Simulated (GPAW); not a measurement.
# Polarising 1T-SrClBr monolayer with a field along the normal

The dipole of the cell at several fields, atoms fixed. What does the strongest field give, and what length does the slope stand for?

**Method.** GPAW 26.7.0, plane waves (400 eV), PAW setups, PBE, 9×9 mesh, a dipole layer in the vacuum; geometry relaxed without an applied field with GPAW. The cell's area is 17.67 Å², and e/ε0 = 180.95 V Å.

What came out, but for one run:

```tsv
field (V/Å)	dipole (e Å)
−0.2	−0.0314
−0.1	0.0053
−0.05	0.0237
0.05	0.0604
0.1	0.0788
0.2	0.1155
0.3	?
```

Q: What is the dipole at 0.3 V/Å?

**Working.** A line through the 6 points has the slope α = 0.367 e Å per V/Å and the intercept p₀ = 0.0421 e Å (r.m.s. residual 1.5e−05). At 0.3 V/Å it gives p = 0.0421 + 0.367 × 0.3 = 0.1522 e Å; the run gives 0.1522 e Å, so the response stays linear to 0.0 % of the induced part. Dividing by ε0 and the area: α/(ε0 A) = 0.367 × 180.95 / 17.67 = 3.76 Å, against 2.99 Å between the outer nuclei. For a gapped layer this length is t(1 − 1/ε), so it fixes ε only once a thickness t is chosen.

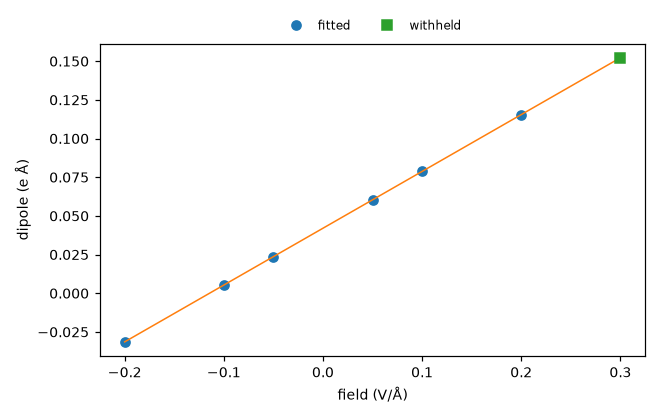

The line and the withheld run.

**Limits.** This is the electronic response alone; ions that move would add to it in polar layers. No run was spin-polarised, so magnetic states weren't tested. Layers with unlike faces were relaxed with their cell in a fully periodic cell without the dipole layer, so their atoms felt a small spurious field.

[Logs are printed without paths, hosts, clocks, repeated set-up lines and the standing remarks that a program may print on its own settings, such as how far it seeks lower states.]
